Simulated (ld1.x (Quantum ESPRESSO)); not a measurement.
# Ge: generating and testing a TM potential

Aim: build the potential from the settings below, then test how well it stands in for the atom: other configurations, scattering, ghost states and the plane-wave cutoff that it needs.

The numbers are computed with ld1.x (Quantum ESPRESSO) 7.5 (PBE, scalar-relativistic, spin-unpolarised reference atom).

## (1) Settings

Typed settings, in words:

- element: germanium (Ge, Z = 32)
- type: norm-conserving Troullier–Martins (Kleinman–Bylander form)
- frozen core: [Ar]
- valence charge: 14
- reference configuration: 3d10 4s2 4p2
- partial waves: 4p (bound): rc 2.10 bohr; 3d (bound): rc 1.05 bohr; 4s (bound): rc 1.25 bohr
- local potential: the s channel
- core correction: not asked for

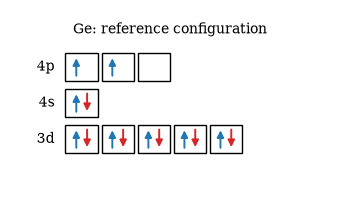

The outer shells as boxes. The arrows follow Hund's rule for the drawing; the calculation itself is spin-unpolarised.

The nodes and maxima of the atom's own shells, from an earlier all-electron run, set the scale for the radii.

All-electron outer shells of the reference configuration (PBE, scalar-relativistic, ld1.x):

```json
{"shell": "3s", "level (eV)": "-168.49", "outermost node (bohr)": "0.26", "outermost maximum (bohr)": "0.54"}
{"shell": "3p", "level (eV)": "-115.62", "outermost node (bohr)": "0.23", "outermost maximum (bohr)": "0.54"}
{"shell": "3d", "level (eV)": "-29.31", "outermost node (bohr)": "–", "outermost maximum (bohr)": "0.50"}
{"shell": "4s", "level (eV)": "-11.73", "outermost node (bohr)": "0.77", "outermost maximum (bohr)": "1.75"}
{"shell": "4p", "level (eV)": "-3.90", "outermost node (bohr)": "0.82", "outermost maximum (bohr)": "2.22"}
```

## (2) Generating the potential

Input file Ge.in:

```
 &input
   title='Ge', zed=32., rel=1, dft='PBE', iswitch=3,
   config='[Ar] 3d10 4s2 4p2',
   nld=3, rlderiv=2.30, eminld=-4.0, emaxld=5.0, deld=0.02
 /
 &inputp
   pseudotype=2, tm=.true., lloc=0,
   nlcc=.false.,
   file_pseudopw='Ge.UPF', file_wfcaegen='ae.wfc', file_wfcncgen='nc.wfc', file_beta='beta', file_chi='chi'
 /
3
4P  2  1   2.00   0.00  2.10  2.10  0.0
3D  3  2  10.00   0.00  1.05  1.05  0.0
4S  1  0   2.00   0.00  1.25  1.25  0.0
 &test
   configts(1)='3d10 4s2 4p2'
 /
```

Started as:

```
$ ld1.x < Ge.in > Ge.out
```

The output, Ge.out (without the banner and most projector matrices):

```text
     Program LD1 v.7.5
     --------------------------- All-electron run ----------------------------

     Ge
     scalar relativistic calculation

     atomic number is 32.00
     dft =PBE   lsd =0 sic =0 latt =0  beta=0.20 tr2=1.0E-14
     Exchange-correlation= PBE
                           (   1   4   3   4   0   0   0)
     mesh =1207 r(mesh) = 100.41023 a.u. xmin = -7.00 dx = 0.01250
     1 Ry =  13.60569312 eV, c = 137.03599908

     n l     nl                  e(Ry)          e(Ha)          e(eV)
     1 0     1S 1( 2.00)      -805.6314      -402.8157    -10961.1741
     2 0     2S 1( 2.00)      -100.8250       -50.4125     -1371.7939
     2 1     2P 1( 6.00)       -88.1036       -44.0518     -1198.7111
     3 0     3S 1( 2.00)       -12.3839        -6.1919      -168.4909
     3 1     3P 1( 6.00)        -8.4979        -4.2490      -115.6205
     3 2     3D 1(10.00)        -2.1543        -1.0772       -29.3109
     4 0     4S 1( 2.00)        -0.8622        -0.4311       -11.7311
     4 1     4P 1( 2.00)        -0.2863        -0.1431        -3.8953

     final scf error:  3.0E-15 reached in  36 iterations

     Etot =   -4197.669992 Ry,   -2098.834996 Ha,  -57112.209742 eV

     Ekin =    4273.695468 Ry,    2136.847734 Ha,   58146.589038 eV
     Encl =  -10116.689522 Ry,   -5058.344761 Ha, -137644.573051 eV
     Eh   =    1804.321722 Ry,     902.160861 Ha,   24549.047641 eV
     Exc  =    -158.997660 Ry,     -79.498830 Ha,   -2163.273369 eV

     normalization and overlap integrals

     s(1S/1S) =  1.000000  <r> =   0.0470  <r2> =    0.0030  r(max) =   0.0309
     s(2S/2S) =  1.000000  <r> =   0.2100  <r2> =    0.0520  r(max) =   0.1754
     s(2P/2P) =  1.000000  <r> =   0.1837  <r2> =    0.0414  r(max) =   0.1418
     s(3S/3S) =  1.000000  <r> =   0.6242  <r2> =    0.4495  r(max) =   0.5402
     s(3P/3P) =  1.000000  <r> =   0.6470  <r2> =    0.4929  r(max) =   0.5402
     s(3D/3D) =  1.000000  <r> =   0.7365  <r2> =    0.6969  r(max) =   0.5012
     s(4S/4S) =  1.000000  <r> =   2.1162  <r2> =    5.1841  r(max) =   1.7494
     s(4P/4P) =  1.000000  <r> =   2.8993  <r2> =   10.0650  r(max) =   2.2184

     ------------------------ End of All-electron run ------------------------

     --------------------- Generating NC pseudopotential ---------------------

      Generating local pot.: lloc=0, matching radius rcloc =   1.2500

      Wfc   4P  rcut= 2.084  Using Troullier-Martins method

      Wfc   3D  rcut= 1.061  Using Troullier-Martins method

     ------------------- End of pseudopotential generation -------------------

     [... the all-electron block is printed once more ...]


     Computing logarithmic derivative in   2.28881
     Computing logarithmic derivative in   2.28881
     Computing the partial wave expansion
       no projector for channel:   0
     R is outside the sphere for l=    1 j= 0.00
     R is outside the sphere for l=    2 j= 0.00

     ---------------------- Testing the pseudopotential ----------------------

     Ge
     scalar relativistic calculation

     atomic number is 32.00   valence charge is 14.00
     dft =PBE   lsd =0 sic =0 latt =0  beta=0.20 tr2=1.0E-14
     mesh =1207 r(mesh) = 100.41023 xmin = -7.00 dx = 0.01250

     n l     nl             e AE (Ry)        e PS (Ry)    De AE-PS (Ry)
     3 2     3D   1(10.00)       -2.15431       -2.15433        0.00002
     1 0     4S   1( 2.00)       -0.86222       -0.86221       -0.00001
     2 1     4P   1( 2.00)       -0.28630       -0.28630        0.00000

     eps = 9.4E-15  iter = 23

     Etot =   -4197.669992 Ry,   -2098.834996 Ha,  -57112.209742 eV
     Etotps =  -182.640159 Ry,     -91.320079 Ha,   -2484.945954 eV

     Ekin =     242.727209 Ry,     121.363604 Ha,    3302.471913 eV
     Encl =    -308.748733 Ry,    -154.374366 Ha,   -4200.740509 eV
     Ehrt =     165.609627 Ry,      82.804814 Ha,    2253.233764 eV
     Ecxc =     -22.880740 Ry,     -11.440370 Ha,    -311.308333 eV
     Epseu=    -259.347521 Ry,    -129.673761 Ha,   -3528.602790 eV

     ---------------------- End of pseudopotential test ----------------------
```

It took 1.8 s on 1 thread of Neoverse-V1, shared host. This counts the later configuration tests of the new file too.

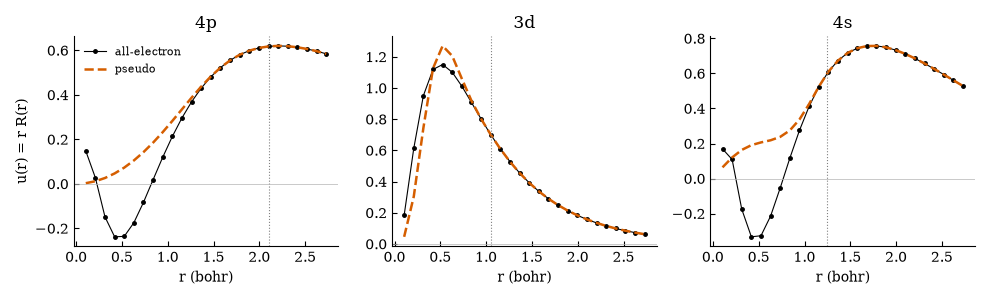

Bound waves of the atom and their pseudo partners (4p, 3d, 4s), with the matching radii dotted. The curves join 26 sampled radii, too few to resolve the innermost nodes.

## (3) Testing the new file in other configurations

Input file Ge.test.in:

```
 &input
   title='Ge', zed=32., rel=1, dft='PBE', iswitch=2,
   config='[Ar] 3d10 4s2 4p2'
 /
 &test
   file_pseudo='Ge.UPF', nconf=8,
   configts(1)='3d10 4s2 4p2',
   configts(2)='3d10 4s2 4p1',
   configts(3)='3d10 4s2 4p0',
   configts(4)='3d10 4s1 4p0',
   configts(5)='3d10 4s1 4p3',
   configts(6)='3d10 4s1 4p2',
   configts(7)='3d10 4s0 4p4',
   configts(8)='3d9 4s2 4p2'
 /
```

Started as:

```
$ ld1.x < Ge.test.in > Ge.test.out
```

Ge.test.out, the pseudopotential blocks, each with the warnings that came before it:

```text
     BEWARE! Errors in PS-KS equations
     ---------------------- Testing the pseudopotential ----------------------

     Ge
     scalar relativistic calculation

     atomic number is 32.00   valence charge is 14.00
     dft =PBE   lsd =0 sic =0 latt =0  beta=0.20 tr2=1.0E-14
     mesh =1207 r(mesh) = 100.41023 xmin = -7.00 dx = 0.01250

     n l     nl             e AE (Ry)        e PS (Ry)    De AE-PS (Ry)
     3 2     3D   1(10.00)       -2.15431       -2.15433        0.00002
     1 0     4S   1( 2.00)       -0.86222       -0.86221       -0.00001
     2 1     4P   1( 2.00)       -0.28630       -0.28630        0.00000

     eps = 5.5E-15  iter = 23

     Etot =   -4197.669992 Ry,   -2098.834996 Ha,  -57112.209742 eV
     Etotps =  -182.640159 Ry,     -91.320079 Ha,   -2484.945955 eV

     Ekin =     242.727209 Ry,     121.363604 Ha,    3302.471912 eV
     Encl =    -308.748733 Ry,    -154.374366 Ha,   -4200.740510 eV
     Ehrt =     165.609627 Ry,      82.804814 Ha,    2253.233766 eV
     Ecxc =     -22.880740 Ry,     -11.440370 Ha,    -311.308333 eV
     Epseu=    -259.347521 Ry,    -129.673761 Ha,   -3528.602789 eV

     ---------------------- End of pseudopotential test ----------------------

     ---------------------- Testing the pseudopotential ----------------------

     Ge
     [...]
     n l     nl             e AE (Ry)        e PS (Ry)    De AE-PS (Ry)
     3 2     3D   1(10.00)       -2.81637       -2.81092       -0.00544  !
     1 0     4S   1( 2.00)       -1.45956       -1.45939       -0.00018
     2 1     4P   1( 1.00)       -0.82628       -0.82627       -0.00001

     eps = 8.6E-15  iter = 22

     Etot =   -4197.122869 Ry,   -2098.561434 Ha,  -57104.765750 eV
     Etotps =  -182.092938 Ry,     -91.046469 Ha,   -2477.500640 eV
     dEtot_ae =       0.547123 Ry
     dEtot_ps =       0.547221 Ry,   Delta E=      -0.000097 Ry

     [...]
     ---------------------- End of pseudopotential test ----------------------

     ---------------------- Testing the pseudopotential ----------------------

     Ge
     [...]
     n l     nl             e AE (Ry)        e PS (Ry)    De AE-PS (Ry)
     3 2     3D   1(10.00)       -3.61570       -3.59826       -0.01744  !
     1 0     4S   1( 2.00)       -2.14976       -2.14792       -0.00185
     2 1     4P   1( 0.00)       -1.45571       -1.45434       -0.00137

     eps = 1.9E-15  iter = 23

     Etot =   -4195.988126 Ry,   -2097.994063 Ha,  -57089.326796 eV
     Etotps =  -180.958506 Ry,     -90.479253 Ha,   -2462.065905 eV
     dEtot_ae =       1.681865 Ry
     dEtot_ps =       1.681653 Ry,   Delta E=       0.000213 Ry

     [...]
     ---------------------- End of pseudopotential test ----------------------

     ---------------------- Testing the pseudopotential ----------------------

     Ge
     [...]
     n l     nl             e AE (Ry)        e PS (Ry)    De AE-PS (Ry)
     3 2     3D   1(10.00)       -4.63739       -4.61528       -0.02211  !
     1 0     4S   1( 1.00)       -2.97339       -2.96634       -0.00705  !
     2 1     4P   1( 0.00)       -2.20993       -2.20214       -0.00779  !

     eps = 3.2E-15  iter = 23

     Etot =   -4193.431031 Ry,   -2096.715516 Ha,  -57054.535744 eV
     Etotps =  -178.405241 Ry,     -89.202620 Ha,   -2427.326954 eV
     dEtot_ae =       4.238961 Ry
     dEtot_ps =       4.234918 Ry,   Delta E=       0.004042 Ry

     [...]
     ---------------------- End of pseudopotential test ----------------------

     ---------------------- Testing the pseudopotential ----------------------

     Ge
     [...]
     n l     nl             e AE (Ry)        e PS (Ry)    De AE-PS (Ry)
     3 2     3D   1(10.00)       -2.28210       -2.28946        0.00737  !
     1 0     4S   1( 1.00)       -0.93246       -0.93236       -0.00009
     2 1     4P   1( 3.00)       -0.33685       -0.33684       -0.00001

     eps = 2.6E-15  iter = 23

     Etot =   -4197.084042 Ry,   -2098.542021 Ha,  -57104.237489 eV
     Etotps =  -182.054228 Ry,     -91.027114 Ha,   -2476.973960 eV
     dEtot_ae =       0.585950 Ry
     dEtot_ps =       0.585931 Ry,   Delta E=       0.000019 Ry

     [...]
     ---------------------- End of pseudopotential test ----------------------

     ---------------------- Testing the pseudopotential ----------------------

     Ge
     [...]
     n l     nl             e AE (Ry)        e PS (Ry)    De AE-PS (Ry)
     3 2     3D   1(10.00)       -2.94373       -2.94744        0.00371
     1 0     4S   1( 1.00)       -1.53157       -1.53142       -0.00015
     2 1     4P   1( 2.00)       -0.88375       -0.88363       -0.00012

     eps = 8.7E-15  iter = 21

     Etot =   -4196.482228 Ry,   -2098.241114 Ha,  -57096.049396 eV
     Etotps =  -181.452382 Ry,     -90.726191 Ha,   -2468.785429 eV
     dEtot_ae =       1.187763 Ry
     dEtot_ps =       1.187777 Ry,   Delta E=      -0.000013 Ry

     [...]
     ---------------------- End of pseudopotential test ----------------------

     ---------------------- Testing the pseudopotential ----------------------

     Ge
     [...]
     n l     nl             e AE (Ry)        e PS (Ry)    De AE-PS (Ry)
     3 2     3D   1(10.00)       -2.40106       -2.41934        0.01828  !
     1 0     4S   1( 0.00)       -0.99555       -0.99586        0.00031
     2 1     4P   1( 4.00)       -0.38263       -0.38275        0.00012

     eps = 8.4E-15  iter = 11

     Etot =   -4196.479660 Ry,   -2098.239830 Ha,  -57096.014458 eV
     Etotps =  -181.449780 Ry,     -90.724890 Ha,   -2468.750030 eV
     dEtot_ae =       1.190331 Ry
     dEtot_ps =       1.190379 Ry,   Delta E=      -0.000047 Ry

     [...]
     ---------------------- End of pseudopotential test ----------------------

     Warning: n=3, l=2 expected 0 nodes, found 1
     ---------------------- Testing the pseudopotential ----------------------

     Ge
     [...]
     n l     nl             e AE (Ry)        e PS (Ry)    De AE-PS (Ry)
     3 2     3D   1( 9.00)       -3.58009       -3.66665        0.08656  !
     1 0     4S   1( 2.00)       -1.67091       -1.67871        0.00780  !
     2 1     4P   1( 2.00)       -0.96867       -0.95917       -0.00950  !

     eps = 3.8E-15  iter = 25

     Etot =   -4194.826643 Ry,   -2097.413321 Ha,  -57073.524006 eV
     Etotps =  -179.751619 Ry,     -89.875810 Ha,   -2445.645371 eV
     dEtot_ae =       2.843349 Ry
     dEtot_ps =       2.888540 Ry,   Delta E=      -0.045191 Ry

     [...]
     ---------------------- End of pseudopotential test ----------------------
```

The tests as a table, with energies relative to 3d10 4s2 4p2. A star marks tests that logged a warning.

| valence configuration | charge | ΔE all-electron (eV) | error AE − PS (meV) |
| --- | --- | --- | --- |
| 3d10 4s2 4p1 | +1 | 7.444 | -1.3 |
| 3d10 4s2 4p0 | +2 | 22.883 | +2.9 |
| 3d10 4s1 4p0 | +3 | 57.674 | +55 |
| 3d10 4s1 4p3 | 0 | 7.972 | +0.3 |
| 3d10 4s1 4p2 | +1 | 16.160 | -0.2 |
| 3d10 4s0 4p4 | 0 | 16.195 | -0.6 |
| 3d9 4s2 4p2 * | +1 | 38.686 | -615 |

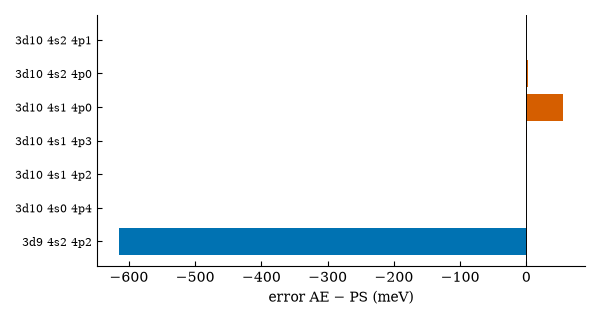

Error of the potential in each test configuration.

## (4) Logarithmic derivatives

Taken from the files of the generation run. The phase is arctan(r·u′/u) with u = r·R, unwrapped, with energies in Ry. A pole is an energy at which the radial function vanishes at the test radius. The pseudo phase is shifted by a multiple of π to meet the all-electron one at the reference energy. Levels narrower than the energy grid can be missing from the poles. The last column is the largest difference on the grid between −1 and +1 Ry.

| channel | radius (bohr) | reference (Ry) | poles AE | poles PS | window around the reference with phases within 0.05 rad (Ry) | largest difference near zero (rad) |
| --- | --- | --- | --- | --- | --- | --- |
| s | 2.29 | -0.86 | 0.79 | 0.72 | below 2.1 | 0.011 |
| p | 2.29 | -0.29 | 2.11 | 2.22 | below 4.2 | 0.005 |
| d | 2.29 | -2.15 | -2.11, 4.43 | -2.11 | below 0.3 | 0.126 |

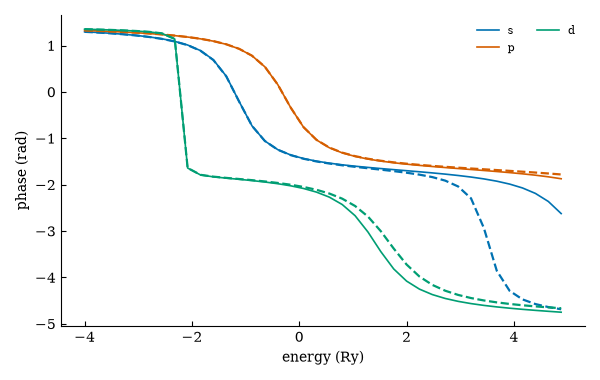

Phases by channel: all-electron solid, pseudo dashed.

## (5) Plane-wave convergence, by spherical Bessel functions

This step uses the generator's waves and projectors in a separate script. Basis: spherical Bessel functions vanishing at 20 bohr, q² up to the cutoff; potential fixed at the reference.

All-electron valence levels (Ry): 4p -0.2863, 3d -2.1543, 4s -0.8622. The lowest levels of each channel (Ry) by cutoff; the last column sums, over occupied levels, occupation times the distance from the level at 400 Ry. A positive value at high cutoff is not a bound level.

```tsv
cutoff (Ry)	p #1	p #2	d #1	s #1	f #1	Σ f·Δε (mRy)
8	-0.3018	0.0211	0.0530	-0.7649	0.1080	22297.6
18	-10.1685	-0.2858	0.0530	-0.7914	0.1080	22214.5
35	-15.4559	-0.2863	0.0529	-0.8412	0.1080	22113.6
55	-31.8927	-0.2863	0.0524	-0.8582	0.1080	22074.6
90	-38.7881	-0.2863	-0.5212	-0.8612	0.1080	16331.7
140	-42.2281	-0.2863	-1.9650	-0.8618	0.1080	1892.3
230	-42.9539	-0.2863	-2.1535	-0.8621	0.1080	7.1
400	-43.1564	-0.2863	-2.1542	-0.8622	0.1080	0.0
```

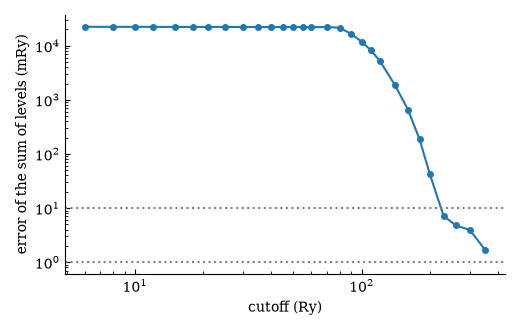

Occupation-weighted error of the valence levels against the cutoff; the dotted lines mark 10 and 1 mRy.

The sum stays within 10 mRy from 230 Ry and within 1 mRy only somewhere over 300 Ry. The sum leaves out empty levels, which can need more. Ghost test: ghost state, bound below the all-electron valence or empty levels of the same l: p at -587.2 eV.

## (6) Outcome

| quantity | value |
| --- | --- |
| cutoffs for 10 and 1 mRy, occupied levels | 230 Ry and over 300 Ry |
| bound ghosts | p at -587.17 eV |
| largest test error (AE − PS) | -615 meV, for 3d9 4s2 4p2 (one of 2 tests with a warning) |
| largest phase difference near zero energy, channels read | 0.126 rad |

It has a bound ghost (p), a state that the atom doesn't have, and that rules the file out. By total energies transferability is poor: the largest error is 615 meV on 38.7 eV, for 3d9 4s2 4p2. It counts as very hard, with 230 Ry needed at the looser tolerance. The tighter tolerance needs over 300 Ry, and converged work needs a cutoff nearer that. The slowest occupied level is 3d: taken alone it needs 230 Ry to come within 1 mRy, against 100 Ry for 4s. Of the channels read, d scatters worst near zero energy, by up to 0.13 rad. All of this concerns the isolated atom, not yet a solid.
